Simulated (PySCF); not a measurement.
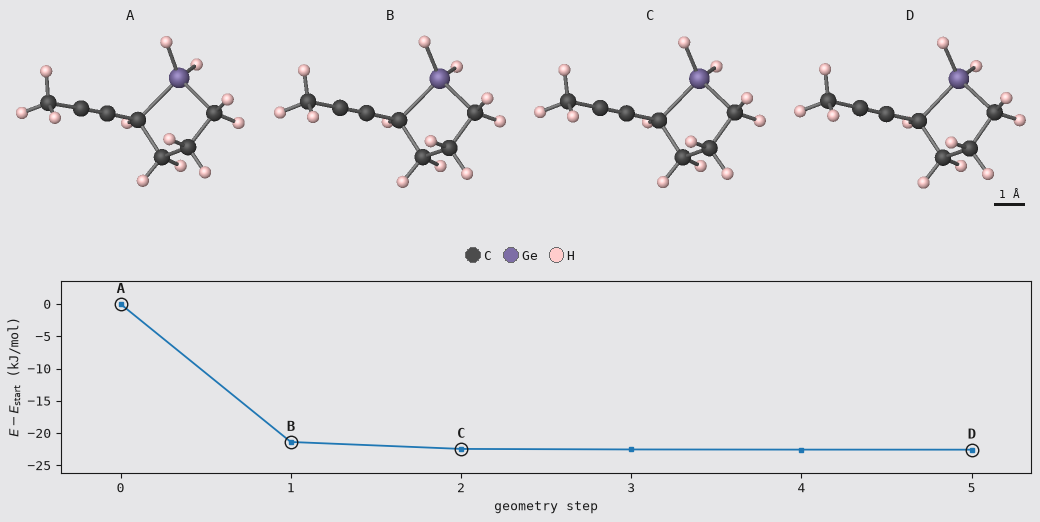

Frames of a relaxation of C7H12Ge, marked on the history of the run. The picture is a ball-and-stick view, seen at a tilt.

The start comes from GFN2-xTB. Its atoms were then displaced at random by about 0.01 Å.

Theory: PBE0-D3(BJ)/def2-SVP geometry optimisation, gas phase (PySCF 2.14.0, density-fitted response routines). 

**What happens along the run?**

The largest moves after the best rigid fit, 0.14 Å, are those of H atoms. Largest moves by element: H 0.14 Å, C 0.08 Å, Ge 0.04 Å. Some distances before and after: Ge–H 1.486 → 1.537 Å, C–C 1.402 → 1.451 Å, C–H 1.058 → 1.101 Å, C–Ge 2.021 → 1.998 Å. Among the angles between lasting bonds that change: H–C–H 111.7° → 107.5°, C–C–H 108.0° → 111.4°, H–Ge–H 106.5° → 109.7°. After 5 geometry steps the energy has fallen by 22.6 kJ/mol. From step 0 to 1: H atoms move most (0.09 Å), energy −21.4 kJ/mol. From step 1 to 2: an H atom moves most (0.02 Å), energy −1.08 kJ/mol. From step 2 to 5: an H atom moves most (0.04 Å), energy −0.12 kJ/mol.
